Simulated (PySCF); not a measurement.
**GePH4Cl (SMILES [PH2][GeH2][Cl]) at BLYP/aug-cc-pVDZ**

Aim: the vertical singlet–triplet gap of GePH4Cl at BLYP/aug-cc-pVDZ, from 2 runs. The job is set up through a Python script.

The calculation is run with PySCF 2.14.0.

**1. Starting point**

The species is GePH4Cl (7 atoms), meant as a singlet with charge 0. As SMILES, `[PH2][GeH2][Cl]`. The shape comes from GFN2-xTB, which is rough for such elements, and wasn't checked as a minimum. This is one conformer, not always the lowest.

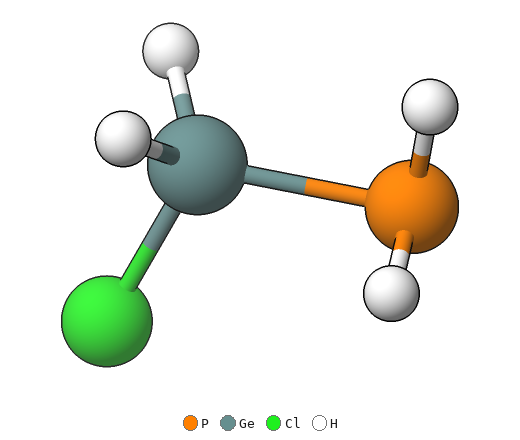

Viewed from a chosen angle; phosphorus orange, germanium teal, chlorine green, hydrogen white.

**2. A single-point energy at BLYP/aug-cc-pVDZ**

input.py reads:

```python
from pyscf import gto, dft

system = gto.M(
    atom='''
P   -0.848280   0.159240  -1.350800
Ge   0.627510  -0.161770   0.396700
Cl   1.884440   1.522000   0.563350
H   -1.663390  -0.887510  -0.937300
H   -1.581720   1.096660  -0.630550
H    0.036210  -0.374130   1.787390
H    1.545220  -1.354480   0.171220
''',
    spin=0,
    max_memory=1860,
    verbose=3,
    basis='aug-cc-pvdz',
)

mf = dft.RKS(system, xc='blyp')
mf.grids.level = 6
mf.conv_tol = 1e-10
mf.kernel()
if not mf.converged:
    mf = mf.newton().run(mf.mo_coeff, mf.mo_occ)

energy = mf.e_tot
print('E = %.10f Eh' % energy)
```

Command:

```bash
$ OMP_NUM_THREADS=1 python input.py
```

What it wrote:

```text
converged SCF energy = -2881.00360029392
E = -2881.0036002939 Eh
```

Run time: 62 s. Hardware: 1 thread of Arm Neoverse N1, shared host; peak memory 0.74 GiB.

**3. The triplet at the same level**

run.py reads:

```python
from pyscf import gto, dft

molecule = gto.Mole()
molecule.atom = [
    ('P', (-0.848280, 0.159240, -1.350800)),
    ('Ge', (0.627510, -0.161770, 0.396700)),
    ('Cl', (1.884440, 1.522000, 0.563350)),
    ('H', (-1.663390, -0.887510, -0.937300)),
    ('H', (-1.581720, 1.096660, -0.630550)),
    ('H', (0.036210, -0.374130, 1.787390)),
    ('H', (1.545220, -1.354480, 0.171220)),
]
molecule.max_memory = 1860
molecule.basis = 'aug-cc-pvdz'
molecule.spin = 2
molecule.charge = 0
molecule.verbose = 3
molecule.build()

mf = dft.UKS(molecule, xc='blyp')
mf.grids.level = 6
mf.conv_tol = 1e-10
mf.kernel()
if not mf.converged:
    mf = mf.newton().run(mf.mo_coeff, mf.mo_occ)

e_tot = mf.e_tot
print('E(%s) = %.9f' % ('BLYP', e_tot))
```

Command:

```bash
$ OMP_NUM_THREADS=1 python run.py
```

What it wrote:

```text
WARN: HOMO -0.064680432403796 >= LUMO -0.272332023151947

WARN: HOMO -0.104507886363126 >= LUMO -0.176468589134797

WARN: HOMO -0.0693200006209125 >= LUMO -0.243733248054385

WARN: HOMO -0.0764296176388595 >= LUMO -0.253678756771593

WARN: HOMO -0.076850083467177 >= LUMO -0.251721378736128

WARN: HOMO -0.0762061266042551 >= LUMO -0.250936019282604

WARN: HOMO -0.0761643373375631 >= LUMO -0.249690831397053

WARN: HOMO -0.0766375754183337 >= LUMO -0.250053721184062

WARN: HOMO -0.0764842071772103 >= LUMO -0.249775234042698

WARN: HOMO -0.0765243433421148 >= LUMO -0.249787765257985

WARN: HOMO -0.0765337181482408 >= LUMO -0.249798010775383

WARN: HOMO -0.0765280744824812 >= LUMO -0.24979038911793

WARN: HOMO -0.0765284812494014 >= LUMO -0.249791734324642

WARN: HOMO -0.0765289870392363 >= LUMO -0.249792008626141

WARN: HOMO -0.0765289567174112 >= LUMO -0.249792169602635

converged SCF energy = -2880.81878786889  <S^2> = 2.0033801  2S+1 = 3.0022525
E(BLYP) = -2880.818787869
```

Wall time 2.3 min (1 thread of Arm Neoverse N1, shared host); peak memory 0.77 GiB.

**4. Outcome**

At BLYP/aug-cc-pVDZ:

| quantity | value |
| --- | --- |
| singlet: total energy | -2881.00360 Eh |
| singlet: dipole moment | 2.00 D |
| singlet: HOMO energy | -6.68 eV |
| singlet: LUMO energy | -1.42 eV |
| singlet: HOMO–LUMO gap | 5.26 eV |
| triplet: total energy | -2880.81879 Eh |
| triplet: dipole moment | 1.84 D |
| triplet: HOMO energy (highest over α and β) | -2.08 eV |
| triplet: ⟨S²⟩ | 2.003 |
| vertical energy of the triplet above the singlet | 5.029 eV |

What this shows: At this shape the triplet lies 5.03 eV (116 kcal/mol) above the singlet. Mulliken charges (singlet) run from -0.70 on P1 to +0.41 on H7; in a basis this large or diffuse they mean little.
